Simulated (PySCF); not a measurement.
Thionyl fluoride, SMILES O=S(F)F at its PBE0/def2-SVP optimised geometry (Å):

```
4

O     -1.0146     0.6882     0.0000
S     -0.6016    -0.6882     0.0000
F     -0.6753    -1.1958    -1.5329
F      1.0146    -0.6882     0.0000
```

Calculation: PBE0/def2-TZVP in PySCF 2.14.0. Cells within 0.4 Å of a nucleus heavier than hydrogen are left out (blank, or x).

Map of the electrostatic potential (hartree/e), clipped to [-0.08, 0.12] on the plane z = 0.0 Å:

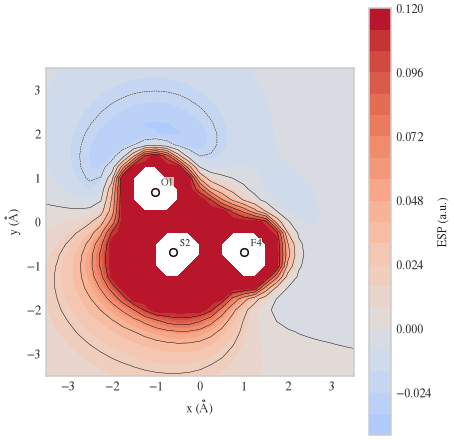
Electrostatic potential (hartree/e), clipped to [-0.08, 0.12] on the plane z = 0.0 Å.
